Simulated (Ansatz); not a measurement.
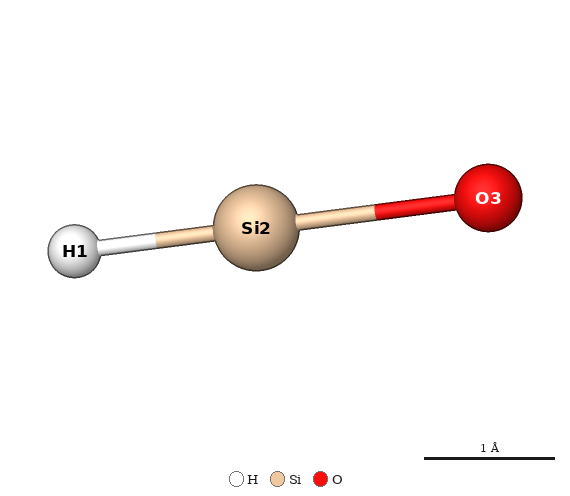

Simulated data, not a measurement (program: Ansatz).

The atoms are numbered. State: charge +1, singlet. Geometry: a fixed input geometry, not necessarily a minimum.

What are the angles H1–Si2–O3?

```tsv
angle	degrees
H1–Si2–O3	180.0
```
